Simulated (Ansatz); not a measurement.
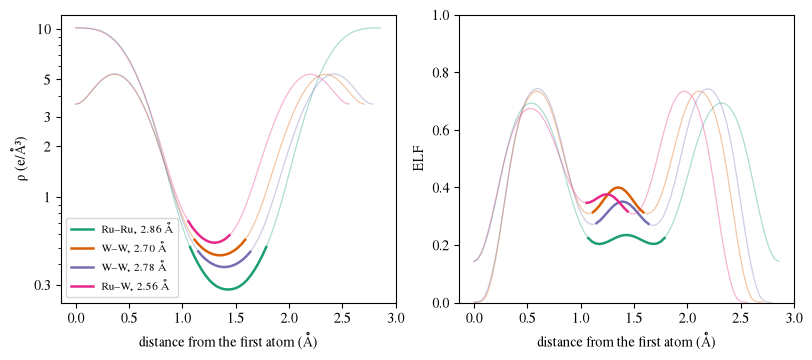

Figure 1: RuW₂. Valence pseudo-density and ELF along straight lines between neighbouring atoms. Thin, pale parts lie inside the atomic spheres.

Space group P4/nmm; a generated structure, not necessarily the stable one; changed on purpose from its base cell (volume × 0.97, shape and atoms relaxed); computed pressure about 9 GPa in this cell; computed without spin polarisation.

These are results of Ansatz, DFT PBE, scalar-relativistic, plane waves, PAW, not measurements.

Core electrons are frozen (PAW), and the valence fields are smoothed inside the atomic spheres.

```
CELL_PARAMETERS angstrom
3.16406 0.00000 0.00000
0.00000 3.16406 0.00000
0.00000 0.00000 9.10212
ATOMIC_POSITIONS crystal
Ru 0.00000 0.50000 0.90237
Ru 0.50000 0.00000 0.09763
W 0.00000 0.50000 0.58330
W 0.50000 0.00000 0.41670
W 0.50000 0.00000 0.76539
W 0.00000 0.50000 0.23461
```

**What can be read from the curves?**

Ru–Ru (2.86 Å): ρ at the midpoint is about 0.28 e/Å³; the ELF is about 0.25 at the midpoint (no shared electron pair shows on this line).
W–W (2.70 Å): ρ is about 0.45 e/Å³ halfway; the ELF is about 0.40 at the midpoint.
W–W (2.78 Å): ρ at the midpoint is about 0.38 e/Å³; the ELF is about 0.35 at the midpoint.
Ru–W (2.56 Å): the density is about 0.54 e/Å³ at the midpoint; the ELF is about 0.35 at the midpoint.
